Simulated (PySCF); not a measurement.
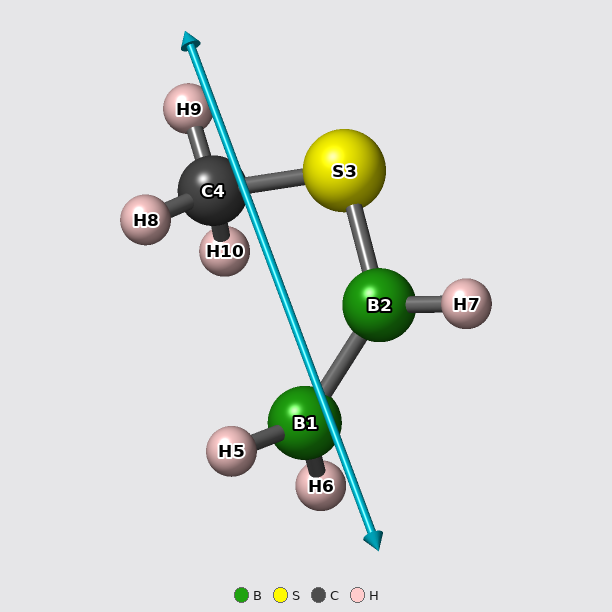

The double arrow shows the direction of the transition dipole to excited singlet state 4 (its length means nothing). The computed structure is the end point of a PBE0-D3(BJ)/def2-SVP optimisation. No frequency run is at hand to confirm it as a minimum. Properties computed with TDDFT PBE0/aug-cc-pVDZ, vertical, gas phase, core orbitals frozen in the response (PySCF 2.14.0).

How is the transition polarised?

Nearly parallel to the B2–S3 bond.

Where does the transition lie, and how strong is it?

5.89 eV (211 nm), oscillator strength 0.13, mainly HOMO → LUMO+1 (weight 0.88); transition dipole 2.43 D.
